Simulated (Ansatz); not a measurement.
# Run report: Si2H5F, frequency calculation

The run: frequency calculation of Si2H5F. Method and program: RKS PBE0-D4/def2-TZVP (Ansatz 0.2.0).

The geometry comes from this level: PBE0-D4/def2-TZVP. Figures and captions count atoms from 1; the log counts them from 0 in places.

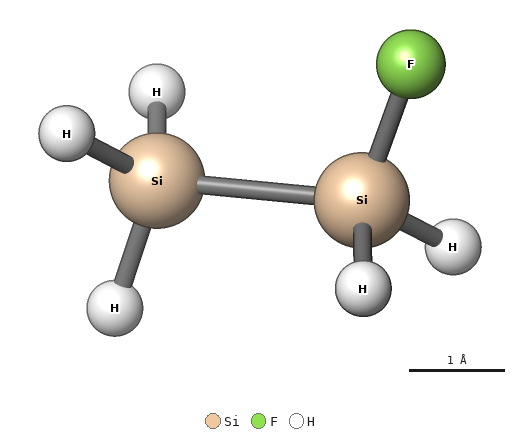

The structure (ball-and-stick view, seen at a tilt). Bond lengths as drawn: F–Si 1.61 Å, H–Si 1.49 Å and Si–Si 2.34 Å.

## Input
```yaml
crystal:
  periodic: [false, false, false]
  atoms:
    - {symbol: Si, position_ang: [-1.370870, -0.160764, -0.335154]}
    - {symbol: F, position_ang: [-0.836903, -1.658899, -0.563645]}
    - {symbol: H, position_ang: [-1.144578, 0.597454, -1.593552]}
    - {symbol: H, position_ang: [-2.832483, -0.236118, -0.074974]}
    - {symbol: Si, position_ang: [-0.235657, 0.819749, 1.463948]}
    - {symbol: H, position_ang: [-0.467267, 0.048416, 2.713498]}
    - {symbol: H, position_ang: [1.224284, 0.884008, 1.190931]}
    - {symbol: H, position_ang: [-0.755727, 2.202758, 1.644898]}
basis:
  gaussian: {orbitals: def2-TZVP}
hamiltonian: {xc: pbe0, dispersion: d4}
phonons: {temperatures: {t_min: 298.15, t_max: 900, t_step: 200}}
```

Command:
```bash
ansatz run in.yaml --threads 4 --pin off --events-out ev --progress --plain --max-ram 9574MiB
```

## Output
```
Functional definition: PBE0
  name "PBE0"
  cite "Adamo & Barone, J. Chem. Phys. 110, 6158 (1999) doi:10.1063/1.478522"
  cite "Perdew, Burke & Ernzerhof, Phys. Rev. Lett. 77, 3865 (1996) doi:10.1103/PhysRevLett.77.3865"
  parent pbe
  parameter a = 0.25
  parameter kappa = 0.804
  parameter beta = 0.06672455060314922
  exchange = (1 - a)*pbe_x(kappa = kappa, mu = beta*pi^2/3) + a*exact_x
  correlation = pbe_c(beta = beta)
912 factors; their error is unknown
mean field evaluation 1: about -18545.7351 eV, gradient 3.1e1 eV
mean field evaluation 2: about -18544.1644 eV, gradient 4.7e1 eV
mean field evaluation 4: about -18547.1361 eV, gradient 7.9e-1 eV
mean field evaluation 8: about -18547.2154 eV, gradient 1.3e-1 eV
mean field -18547.21545855 eV, -681.5975963475 hartree, gradient 2.1e-5 eV, S^2 0.000000; 0 other end points of the search recorded, 0 dependent functions left out
the calculation of the forces begins
reference -18547.21549028 eV, -681.5975975137 hartree; 21, 21 occupied and 114, 114 virtual orbitals, 912 factors
these checks for a lower state are left out or cut short: stability, starts, cluster_reference, orbital_swaps, neighbouring_geometries, increment
912 factors; their error is unknown
mean field evaluation 16: about -18547.1372 eV, gradient 1.7e-1 eV
mean field -18547.21534937 eV, -681.5975923352 hartree, gradient 2.1e-6 eV, S^2 0.000000; 0 other end points of the search recorded, 0 dependent functions left out
[... from here on the field's lines of each further geometry are left out, up to the last ...]
the calculation of the forces begins
reference -18547.21548705 eV, -681.5975973947 hartree; 21, 21 occupied and 114, 114 virtual orbitals, 912 factors
these checks for a lower state are left out or cut short: stability, starts, cluster_reference, orbital_swaps, neighbouring_geometries, increment
912 factors; their error is unknown
mean field -18547.21544955 eV, -681.5975960167 hartree, gradient 1.3e-6 eV, S^2 0.000000; 0 other end points of the search recorded, 0 dependent functions left out
the calculation of the forces begins
reference -18547.21548128 eV, -681.5975971830 hartree; 21, 21 occupied and 114, 114 virtual orbitals, 912 factors
Total energy: -18547.33035418 eV, -681.6018186842 hartree
Atom 0 at    -1.370870    -0.160764    -0.335154 Å, force    -0.002063     0.002371    -0.001097 eV/Å
Atom 1 at    -0.836903    -1.658899    -0.563645 Å, force    -0.000296     0.001552    -0.000052 eV/Å
Atom 2 at    -1.144578     0.597454    -1.593552 Å, force    -0.000476    -0.002402     0.001272 eV/Å
Atom 3 at    -2.832483    -0.236118    -0.074974 Å, force     0.002563    -0.000341    -0.000639 eV/Å
Atom 4 at    -0.235657     0.819749     1.463948 Å, force     0.002016     0.000129     0.001823 eV/Å
Atom 5 at    -0.467267     0.048416     2.713498 Å, force    -0.000021    -0.000096    -0.000106 eV/Å
Atom 6 at     1.224284     0.884008     1.190931 Å, force    -0.000804    -0.000629    -0.000292 eV/Å
Atom 7 at    -0.755727     2.202758     1.644898 Å, force    -0.000918    -0.000584    -0.000909 eV/Å
Dipole moment:    -0.058825     0.243485     0.068239 e Å
Vibrations: 100.73 163.19 352.98 411.57 513.10 612.78 736.76 838.33 852.46 906.62 932.23 939.76 953.81 2212.92 2223.90 2225.24 2229.09 2237.04 cm⁻¹, zero-point energy 1.205282 eV
```

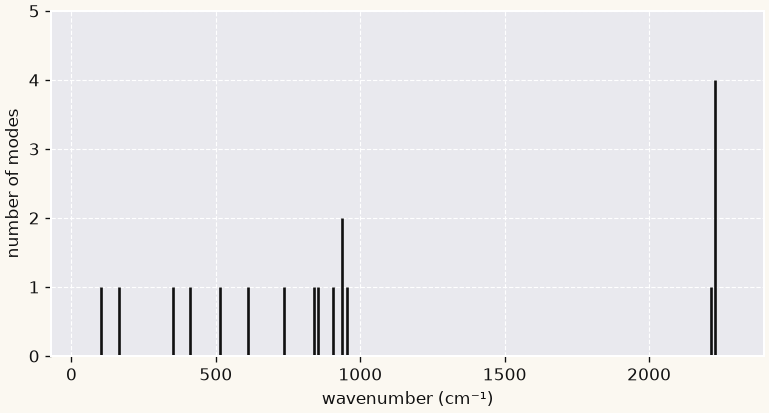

Harmonic vibrational wavenumbers from the force constants; neighbouring modes closer than 10 cm⁻¹ are counted in one stick. 18 modes from 101 to 2237 cm⁻¹, none imaginary.

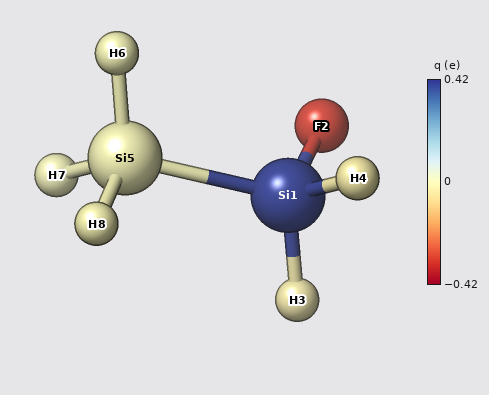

Mulliken charges, as the colour of each atom (ball-and-stick view, seen at a tilt; atoms are numbered from 1 in the order of the input). By element: Si −0.01 to +0.40, F −0.32 and H −0.03 to 0.00 e.

## Results in brief

| quantity | value |
| --- | --- |
| outcome | converged |
| total energy | −18547.3304 eV |
| mean-field energy | −18547.2155 eV |
| dispersion energy | −0.1149 eV |
| largest force (length of the vector) | 0.003 eV/Å |
| dipole moment | 1.25 D |
| hardware | 4 threads of Arm Neoverse V1, 23 GiB of memory available, shared host |
| wall time | 38 s (CPU time 2.3 min) |
| peak memory | 0.53 GiB |
